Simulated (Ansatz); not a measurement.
# C2H8GeSeSi: rotation by 120° about the Se4–Ge5 bond

How high is the barrier for the rotation by 120° about the Se4–Ge5 bond? Relax the two ends, then run a nudged elastic band between them. SMILES of the start: C=C([SiH3])[Se][GeH3].

Program: Ansatz 0.2.0. Level of theory: RHF/def2-SVP. These are calculated values, not measurements.

## 1. The structure to begin with

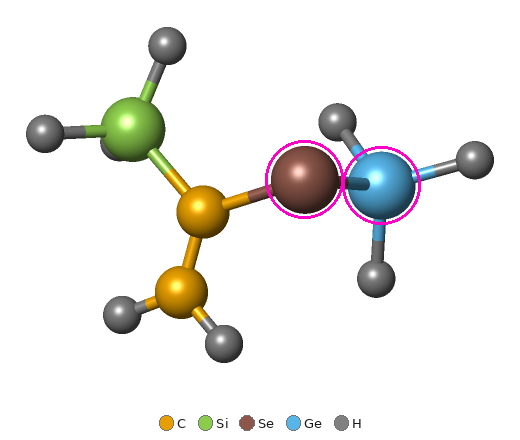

Start, viewed from a free direction; carbon amber, silicon green, selenium brown, germanium blue, hydrogen grey. Ringed: Se4, Ge5.

Coordinates:

```xyz
13

C     0.1921    1.8154   -0.0429
C    -0.3025    0.7115    0.4656
Si    0.5842   -0.1086    1.8295
Se   -1.8351   -0.0831   -0.2072
Ge   -0.6736   -1.3392   -1.8024
H    -0.3991    2.3564   -0.8638
H     1.0770    2.3320    0.3189
H    -0.0420   -1.3286    2.2229
H     0.6902    0.8147    3.0400
H     1.9794   -0.4383    1.4163
H    -1.6502   -2.2063   -2.6046
H     0.3592   -2.2310   -1.0271
H     0.0408   -0.3296   -2.7303
```

## 2. End point A

File input.yaml:

```yaml
crystal:
  periodic: [false, false, false]
  atoms:
    - { symbol: C, position_ang: [0.1921, 1.8154, -0.0429] }
    - { symbol: C, position_ang: [-0.3025, 0.7115, 0.4656] }
    - { symbol: Si, position_ang: [0.5842, -0.1086, 1.8295] }
    - { symbol: Se, position_ang: [-1.8351, -0.0831, -0.2072] }
    - { symbol: Ge, position_ang: [-0.6736, -1.3392, -1.8024] }
    - { symbol: H, position_ang: [-0.3991, 2.3564, -0.8638] }
    - { symbol: H, position_ang: [1.077, 2.332, 0.3189] }
    - { symbol: H, position_ang: [-0.042, -1.3286, 2.2229] }
    - { symbol: H, position_ang: [0.6902, 0.8147, 3.04] }
    - { symbol: H, position_ang: [1.9794, -0.4383, 1.4163] }
    - { symbol: H, position_ang: [-1.6502, -2.2063, -2.6046] }
    - { symbol: H, position_ang: [0.3592, -2.231, -1.0271] }
    - { symbol: H, position_ang: [0.0408, -0.3296, -2.7303] }
basis:
  gaussian: { orbitals: def2-SVP }
hamiltonian:
  xc: hf
relax:
  f_tol: 0.015
  max_steps: 40
```

Started as:

```
$ ansatz run input.yaml --threads 2 --pin off --max-ram 3072MiB --backend cpu --events-out ev --progress --plain --runs-dir out
```

What it wrote (excerpt; [...] marks lines left out):

```text
Warning: RAYON_NUM_THREADS=2 ignored (pool sized by the plan → 2); use --threads N
[...]
Functional definition: HF
[...]
1615 factors; integrals over basis functions are off by at most 3.5e-4 eV
[...]
mean field -131806.39615692 eV, -4843.7957171828 hartree, gradient 1.5e-5 eV, S^2 0.000000; 0 other end points of the search recorded, 0 dependent functions left out
[...]
reference -131806.39615692 eV, -4843.7957171828 hartree; 50, 50 occupied and 100, 100 virtual orbitals, 1615 factors
relax step   1: F+E_penalty+E_count = -131806.39615692 eV  Δ(F+E_penalty+E_count) = +0.000e0 eV  max|allowed force component| = 2.299e0 eV/Å  Δτ_max = 0.0000 Å  (35 SCF iters, accepted)
[...]
relax step   4: F+E_penalty+E_count = -131806.73659895 eV  Δ(F+E_penalty+E_count) = -1.168e-1 eV  max|allowed force component| = 5.184e-1 eV/Å  Δτ_max = 0.1221 Å  (33 SCF iters, accepted)
[...]
relax step   7: F+E_penalty+E_count = -131806.77811623 eV  Δ(F+E_penalty+E_count) = -1.599e-2 eV  max|allowed force component| = 9.885e-2 eV/Å  Δτ_max = 0.0761 Å  (36 SCF iters, accepted)
[...]
relax step  10: F+E_penalty+E_count = -131806.80755475 eV  Δ(F+E_penalty+E_count) = -6.352e-3 eV  max|allowed force component| = 2.688e-1 eV/Å  Δτ_max = 0.1116 Å  (34 SCF iters, accepted)
[...]
relax step  13: F+E_penalty+E_count = -131806.85745789 eV  Δ(F+E_penalty+E_count) = -3.391e-2 eV  max|allowed force component| = 1.493e-1 eV/Å  Δτ_max = 0.2000 Å  (32 SCF iters, accepted)
[...]
relax step  14: F+E_penalty+E_count = -131806.85651199 eV  Δ(F+E_penalty+E_count) = +9.459e-4 eV  max|allowed force component| = 4.376e-1 eV/Å  Δτ_max = 0.2000 Å  (34 SCF iters, rejected (line search))
[...]
1615 factors; integrals over basis functions are off by at most 3.3e-4 eV
mean field -131806.86642973 eV, -4843.8129993898 hartree, gradient 1.6e-5 eV, S^2 0.000000; 0 other end points of the search recorded, 0 dependent functions left out
[...]
reference -131806.86642973 eV, -4843.8129993898 hartree; 50, 50 occupied and 100, 100 virtual orbitals, 1615 factors
```

## 3. The output, continued: end point A relaxed

Output, continued (excerpt; [...] marks lines left out):

```text
relax step  15: F+E_penalty+E_count = -131806.86642973 eV  Δ(F+E_penalty+E_count) = -8.972e-3 eV  max|allowed force component| = 4.723e-2 eV/Å  Δτ_max = 0.1000 Å  (34 SCF iters, accepted)
[...]
relax step  18: F+E_penalty+E_count = -131806.87146012 eV  Δ(F+E_penalty+E_count) = -9.099e-4 eV  max|allowed force component| = 8.378e-2 eV/Å  Δτ_max = 0.0326 Å  (35 SCF iters, accepted)
[...]
relax step  21: F+E_penalty+E_count = -131806.87459482 eV  Δ(F+E_penalty+E_count) = -7.417e-4 eV  max|allowed force component| = 6.011e-2 eV/Å  Δτ_max = 0.0700 Å  (35 SCF iters, accepted)
[...]
relax step  24: F+E_penalty+E_count = -131806.87553987 eV  Δ(F+E_penalty+E_count) = -1.038e-5 eV  max|allowed force component| = 1.220e-1 eV/Å  Δτ_max = 0.0268 Å  (35 SCF iters, accepted)
[...]
Atom 3 at    -1.736833    -0.329761    -0.277597 Å, force     0.002761     0.000478    -0.000597 eV/Å
Atom 4 at    -0.505638    -1.359136    -2.024574 Å, force     0.001927     0.000385    -0.001948 eV/Å
Atom 5 at    -0.563790     2.377874    -0.725705 Å, force     0.002224    -0.001633     0.002390 eV/Å
Atom 6 at     0.763830     2.512369     0.546903 Å, force    -0.000176    -0.000826    -0.000349 eV/Å
Atom 7 at    -0.343223    -0.395494     3.070152 Å, force    -0.000224     0.000093    -0.000090 eV/Å
Atom 8 at     1.670298     0.800985     2.461629 Å, force    -0.002238     0.000951    -0.002224 eV/Å
Atom 9 at     1.229644    -1.394883     1.549288 Å, force    -0.000160    -0.000603    -0.000139 eV/Å
Atom 10 at    -1.485854    -2.297042    -2.733978 Å, force    -0.001060     0.000473     0.002072 eV/Å
Atom 11 at     0.673400    -2.145714    -1.446551 Å, force     0.000123     0.000764     0.000797 eV/Å
Atom 12 at     0.010683    -0.290719    -2.992960 Å, force    -0.001661     0.000819     0.000871 eV/Å
Dipole moment:     0.262173     0.135460    -0.182889 e Å
```

It took 1.8 min on 2 threads of AMD EPYC 7B13 (Zen 3), shared host; peak memory 0.52 GiB.

Relaxation path:

```csv
step,energy from step 1 (eV),largest force component (eV/Å)
1,0.0000,2.2990
2,-0.1731,2.3227
3,-0.2237,0.8198
4,-0.3404,0.5184
5,-0.3654,0.5177
6,-0.3660,0.3296
7,-0.3820,0.0988
8,-0.3956,0.1138
9,-0.4050,0.1708
10,-0.4114,0.2688
11,-0.4218,0.2616
12,-0.4274,0.4080
13,-0.4613,0.1493
14x,-0.4604,0.4376
15,-0.4703,0.0472
16,-0.4737,0.0594
17,-0.4744,0.0831
18,-0.4753,0.0838
19,-0.4765,0.0627
20,-0.4777,0.0363
21,-0.4784,0.0601
22,-0.4790,0.0497
23,-0.4794,0.0640
24,-0.4794,0.1220
25,-0.4798,0.0385
26,-0.4800,0.0096
```

Step 1 is the start. 1 step was tried and not accepted (marked x).

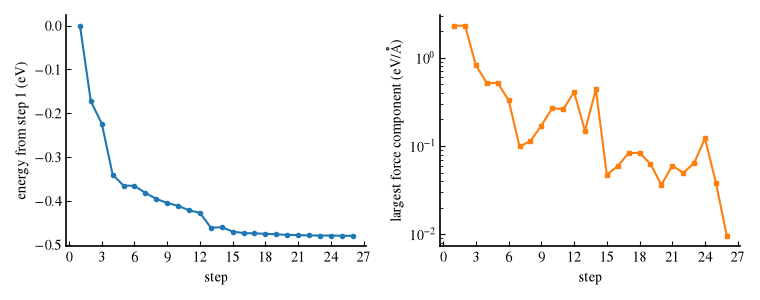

How energy and force went from step to step.

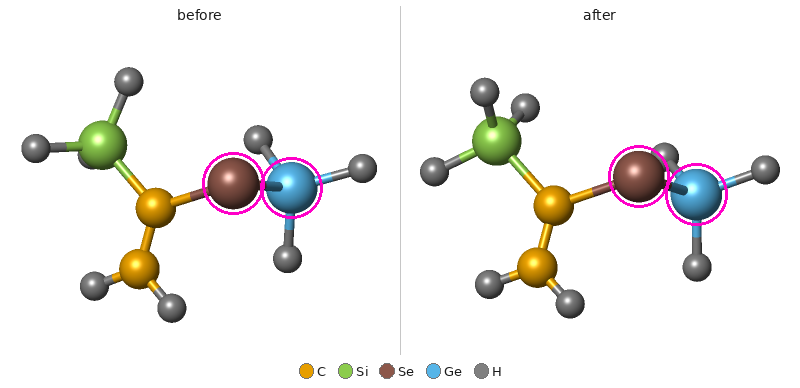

Before and after, at one scale.

After: Bond lengths: C1–C2 1.327 Å, C2–Si3 1.887 Å, C2–Se4 1.946 Å, Se4–Ge5 2.372 Å, C1–H6 1.084 Å, C1–H7 1.086 Å, Si3–H8 1.480 Å, Si3–H9 1.484 Å, Si3–H10 1.481 Å, Ge5–H11 1.531 Å, Ge5–H12 1.531 Å, Ge5–H13 1.532 Å. Angles (14 of 19 angles, heavy atoms first): C1–C2–Si3 123.4°, C1–C2–Se4 119.9°, Si3–C2–Se4 116.6°, C2–Se4–Ge5 98.2°, C2–C1–H6 122.6°, C2–C1–H7 121.0°, C2–Si3–H8 110.0°, C2–Si3–H9 109.1°, C2–Si3–H10 110.3°, Se4–Ge5–H11 105.9°, Se4–Ge5–H12 110.2°, Se4–Ge5–H13 109.7°, H6–C1–H7 116.4°, H8–Si3–H9 109.5°.

## 4. End point B

The second end starts from a geometry with the move made by hand.

Edit input.yaml of step 2 so:

```diff
@@ -13,5 +13,5 @@
     - { symbol: H, position_ang: [1.9794, -0.4383, 1.4163] }
-    - { symbol: H, position_ang: [-1.6502, -2.2063, -2.6046] }
-    - { symbol: H, position_ang: [0.3592, -2.231, -1.0271] }
-    - { symbol: H, position_ang: [0.0408, -0.3296, -2.7303] }
+    - { symbol: H, position_ang: [0.34684, -2.25251, -1.11413] }
+    - { symbol: H, position_ang: [0.04211, -0.32288, -2.76048] }
+    - { symbol: H, position_ang: [-1.72686, -2.17985, -2.56044] }
 basis:
@@ -23 +23,3 @@
   max_steps: 40
+output:
+  orbitals: {}
```

Started as:

```
$ ansatz run input.yaml --threads 2 --pin off --max-ram 3072MiB --backend cpu --events-out ev --progress --plain --runs-dir out
```

What it wrote (excerpt; [...] marks lines left out):

```text
Warning: RAYON_NUM_THREADS=2 ignored (pool sized by the plan → 2); use --threads N
[...]
[... 1 set-up line as earlier in the session ...]
[...]
1616 factors; integrals over basis functions are off by at most 3.5e-4 eV
[...]
mean field -131806.40074101 eV, -4843.7958856448 hartree, gradient 1.5e-5 eV, S^2 0.000000; 0 other end points of the search recorded, 0 dependent functions left out
[...]
reference -131806.40074101 eV, -4843.7958856448 hartree; 50, 50 occupied and 100, 100 virtual orbitals, 1616 factors
relax step   1: F+E_penalty+E_count = -131806.40074101 eV  Δ(F+E_penalty+E_count) = +0.000e0 eV  max|allowed force component| = 2.299e0 eV/Å  Δτ_max = 0.0000 Å  (36 SCF iters, accepted)
[...]
relax step   5: F+E_penalty+E_count = -131806.76923328 eV  Δ(F+E_penalty+E_count) = -3.893e-2 eV  max|allowed force component| = 1.763e-1 eV/Å  Δτ_max = 0.0696 Å  (34 SCF iters, accepted)
[...]
relax step   9: F+E_penalty+E_count = -131806.79892450 eV  Δ(F+E_penalty+E_count) = -1.273e-2 eV  max|allowed force component| = 1.992e-1 eV/Å  Δτ_max = 0.0225 Å  (27 SCF iters, accepted)
[...]
relax step  13: F+E_penalty+E_count = -131806.85365500 eV  Δ(F+E_penalty+E_count) = -1.335e-2 eV  max|allowed force component| = 7.475e-2 eV/Å  Δτ_max = 0.0975 Å  (33 SCF iters, accepted)
[...]
relax step  15: F+E_penalty+E_count = -131806.86482016 eV  Δ(F+E_penalty+E_count) = -4.975e-3 eV  max|allowed force component| = 1.582e-1 eV/Å  Δτ_max = 0.1463 Å  (34 SCF iters, accepted)
[...]
relax step  16: F+E_penalty+E_count = -131806.86826664 eV  Δ(F+E_penalty+E_count) = -3.446e-3 eV  max|allowed force component| = 9.461e-2 eV/Å  Δτ_max = 0.0264 Å  (35 SCF iters, accepted)
[...]
1616 factors; integrals over basis functions are off by at most 3.4e-4 eV
mean field -131806.87197470 eV, -4843.8132031636 hartree, gradient 1.4e-5 eV, S^2 0.000000; 0 other end points of the search recorded, 0 dependent functions left out
```

## 5. More of the same log: end point B relaxed

The log, continued (excerpt; [...] marks lines left out):

```text
[...]
reference -131806.87197470 eV, -4843.8132031636 hartree; 50, 50 occupied and 100, 100 virtual orbitals, 1616 factors
relax step  17: F+E_penalty+E_count = -131806.87197470 eV  Δ(F+E_penalty+E_count) = -3.708e-3 eV  max|allowed force component| = 6.086e-2 eV/Å  Δτ_max = 0.0678 Å  (35 SCF iters, accepted)
[...]
relax step  19: F+E_penalty+E_count = -131806.87409013 eV  Δ(F+E_penalty+E_count) = -6.651e-4 eV  max|allowed force component| = 8.797e-2 eV/Å  Δτ_max = 0.0901 Å  (35 SCF iters, accepted)
[...]
relax step  21: F+E_penalty+E_count = -131806.87517059 eV  Δ(F+E_penalty+E_count) = -4.913e-4 eV  max|allowed force component| = 2.408e-2 eV/Å  Δτ_max = 0.0203 Å  (27 SCF iters, accepted)
[...]
relax step  23: F+E_penalty+E_count = -131806.87570851 eV  Δ(F+E_penalty+E_count) = -4.447e-4 eV  max|allowed force component| = 2.751e-2 eV/Å  Δτ_max = 0.0281 Å  (35 SCF iters, accepted)
[...]
Atom 3 at    -1.746883    -0.322191    -0.271814 Å, force     0.001592     0.000424     0.001720 eV/Å
Atom 4 at    -0.532369    -1.346491    -2.033190 Å, force    -0.001452     0.001044    -0.000306 eV/Å
Atom 5 at    -0.552402     2.375111    -0.730125 Å, force     0.001802     0.000263     0.002514 eV/Å
Atom 6 at     0.781215     2.500261     0.537507 Å, force    -0.002191     0.000775    -0.002519 eV/Å
Atom 7 at    -0.340479    -0.394044     3.070576 Å, force    -0.000542    -0.000051    -0.000167 eV/Å
Atom 8 at     1.677616     0.789365     2.451676 Å, force     0.000659    -0.000323     0.000726 eV/Å
Atom 9 at     1.220138    -1.405923     1.545420 Å, force    -0.000424     0.000129    -0.000767 eV/Å
Atom 10 at     0.655737    -2.128368    -1.467704 Å, force     0.001057    -0.000375     0.000008 eV/Å
Atom 11 at    -0.031105    -0.275760    -3.006930 Å, force    -0.000203    -0.000419     0.000233 eV/Å
Atom 12 at    -1.517425    -2.287536    -2.731638 Å, force     0.000477     0.000053     0.000398 eV/Å
Dipole moment:     0.262739     0.133996    -0.185909 e Å
```

Wall time 1.9 min (2 threads of AMD EPYC 7B13 (Zen 3), shared host); peak memory 0.52 GiB.

Relaxation path:

```csv
step,energy from step 1 (eV),largest force component (eV/Å)
1,0.0000,2.2993
2,-0.1747,2.2886
3,-0.3296,0.6965
4x,-0.3248,0.6133
5,-0.3685,0.1763
6,-0.3749,0.0547
7,-0.3832,0.0797
8,-0.3855,0.3681
9,-0.3982,0.1992
10,-0.4245,0.0872
11,-0.4396,0.1981
12x,-0.4291,0.4133
13,-0.4529,0.0747
14,-0.4591,0.0835
15,-0.4641,0.1582
16,-0.4675,0.0946
17,-0.4712,0.0609
18,-0.4727,0.0566
19,-0.4733,0.0880
20,-0.4739,0.0497
21,-0.4744,0.0241
22,-0.4745,0.0428
23,-0.4750,0.0275
24,-0.4751,0.0307
25,-0.4753,0.0198
26,-0.4754,0.0354
27,-0.4754,0.0030
```

Step 1 is the start. 2 steps were tried and not accepted (marked x).

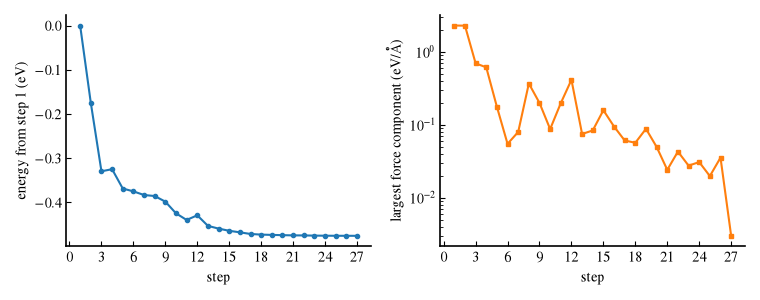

How energy and force went from step to step.

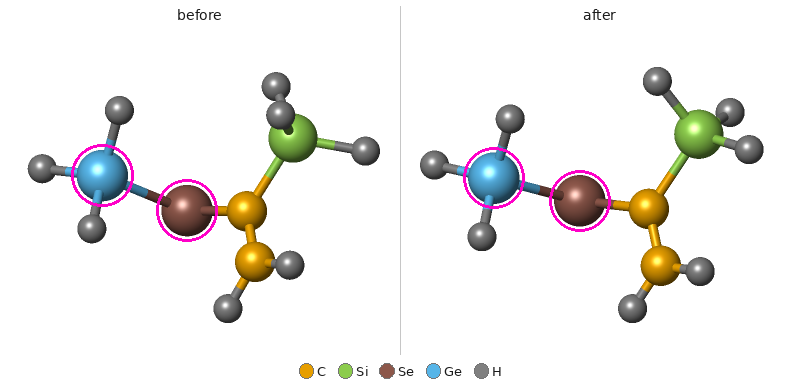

Before and after, at one scale.

After: Bond lengths: C1–C2 1.327 Å, C2–Si3 1.886 Å, C2–Se4 1.946 Å, Se4–Ge5 2.372 Å, C1–H6 1.084 Å, C1–H7 1.086 Å, Si3–H8 1.480 Å, Si3–H9 1.484 Å, Si3–H10 1.481 Å, Ge5–H11 1.531 Å, Ge5–H12 1.532 Å, Ge5–H13 1.531 Å. Angles (14 of 19 angles, heavy atoms first): C1–C2–Si3 123.4°, C1–C2–Se4 119.9°, Si3–C2–Se4 116.6°, C2–Se4–Ge5 98.2°, C2–C1–H6 122.6°, C2–C1–H7 121.0°, C2–Si3–H8 110.1°, C2–Si3–H9 109.0°, C2–Si3–H10 110.3°, Se4–Ge5–H11 110.1°, Se4–Ge5–H12 109.7°, Se4–Ge5–H13 105.9°, H6–C1–H7 116.4°, H8–Si3–H9 109.5°.

## 6. Nudged elastic band

crystal.atoms is end A as relaxed above, and neb.final_atoms is end B, turned to lie on A. With 5 inner images the band has 7 in all.

File input.yaml:

```yaml
crystal:
  periodic: [false, false, false]
  atoms:
    - { symbol: C, position_ang: [-0.019714, 1.915489, 0.090579] }
    - { symbol: C, position_ang: [-0.284681, 0.689069, 0.523544] }
    - { symbol: Si, position_ang: [0.612278, -0.117737, 1.974169] }
    - { symbol: Se, position_ang: [-1.736833, -0.329761, -0.277597] }
    - { symbol: Ge, position_ang: [-0.505638, -1.359136, -2.024574] }
    - { symbol: H, position_ang: [-0.56379, 2.377874, -0.725705] }
    - { symbol: H, position_ang: [0.76383, 2.512369, 0.546903] }
    - { symbol: H, position_ang: [-0.343223, -0.395494, 3.070152] }
    - { symbol: H, position_ang: [1.670298, 0.800985, 2.461629] }
    - { symbol: H, position_ang: [1.229644, -1.394883, 1.549288] }
    - { symbol: H, position_ang: [-1.485854, -2.297042, -2.733978] }
    - { symbol: H, position_ang: [0.6734, -2.145714, -1.446551] }
    - { symbol: H, position_ang: [0.010683, -0.290719, -2.99296] }
basis:
  gaussian: { orbitals: def2-SVP }
hamiltonian:
  xc: hf
neb:
  order_check: false
  images: 5
  f_tol: 0.05
  max_iterations: 60
  initial_path: idpp
  final_atoms:
    - { symbol: C, position_ang: [0.24578192, 1.89137983, 0.12463682] }
    - { symbol: C, position_ang: [-0.22755101, 0.71405816, 0.51433909] }
    - { symbol: Si, position_ang: [0.421766, -0.21973149, 2.01925232] }
    - { symbol: Se, position_ang: [-1.73720006, -0.08294195, -0.42065279] }
    - { symbol: Ge, position_ang: [-0.52150443, -1.25108366, -2.08924777] }
    - { symbol: H, position_ang: [-0.15609917, 2.43085411, -0.72597435] }
    - { symbol: H, position_ang: [1.06602308, 2.36661259, 0.65365529] }
    - { symbol: H, position_ang: [-0.65142687, -0.36513597, 3.02842956] }
    - { symbol: H, position_ang: [1.553591, 0.53832539, 2.60670067] }
    - { symbol: H, position_ang: [0.88687145, -1.56924569, 1.62511796] }
    - { symbol: H, position_ang: [0.49680183, -2.1899527, -1.43788057] }
    - { symbol: H, position_ang: [0.20225124, -0.25193163, -2.9968672] }
    - { symbol: H, position_ang: [-1.55890498, -2.045907, -2.88661003] }
```

Started as:

```
$ ansatz run input.yaml --threads 2 --pin off --max-ram 3072MiB --backend cpu --events-out ev --progress --plain --runs-dir out
```

What it wrote (excerpt; [...] marks lines left out):

```text
Warning: RAYON_NUM_THREADS=2 ignored (pool sized by the plan → 2); use --threads N
[...]
[... 1 set-up line as earlier in the session ...]
[...]
1616 factors; integrals over basis functions are off by at most 3.1e-4 eV
[...]
mean field -131806.87611649 eV, -4843.8133553714 hartree, gradient 1.8e-5 eV, S^2 0.000000; 0 other end points of the search recorded, 0 dependent functions left out
[...]
reference -131806.87611649 eV, -4843.8133553714 hartree; 50, 50 occupied and 100, 100 virtual orbitals, 1616 factors
1616 factors; integrals over basis functions are off by at most 5.6e-4 eV
[...]
mean field -131806.87613573 eV, -4843.8133560785 hartree, gradient 1.8e-5 eV, S^2 0.000000; 0 other end points of the search recorded, 0 dependent functions left out
[...]
reference -131806.87613573 eV, -4843.8133560785 hartree; 50, 50 occupied and 100, 100 virtual orbitals, 1616 factors
[...]
Atom 4 at    -0.464746    -1.041555    -2.210532 Å, force     0.000116    -0.000571    -0.000701 eV/Å
Atom 5 at     0.266356     2.665152    -0.322851 Å, force    -0.002474     0.009292     0.007524 eV/Å
Atom 6 at     1.266168     2.198607     1.155767 Å, force    -0.004100     0.008349     0.003533 eV/Å
Atom 7 at    -1.037592    -0.646132     2.749513 Å, force    -0.000627     0.000382     0.001551 eV/Å
Atom 8 at     1.304685    -0.034175     2.734409 Å, force     0.000522    -0.000461    -0.001181 eV/Å
Atom 9 at     0.490474    -1.800926     1.296494 Å, force    -0.001089     0.000605     0.001353 eV/Å
Atom 10 at    -1.087857    -2.440316    -2.181849 Å, force     0.001303    -0.000433     0.002059 eV/Å
Atom 11 at     1.003995    -1.096363    -1.789454 Å, force    -0.000471     0.002507    -0.000434 eV/Å
Atom 12 at    -0.599252    -0.459186    -3.620827 Å, force    -0.001911    -0.000643     0.000078 eV/Å
Dipole moment:     0.317995     0.045929    -0.083140 e Å
this run last wrote the band of iteration 15 to <dir>; this run last wrote the band within `neb.f_tol` of iteration 9 to <dir>
```

Wall time 4.7 min (2 threads of AMD EPYC 7B13 (Zen 3), shared host); peak memory 0.53 GiB.

[end of part 1 of 2]
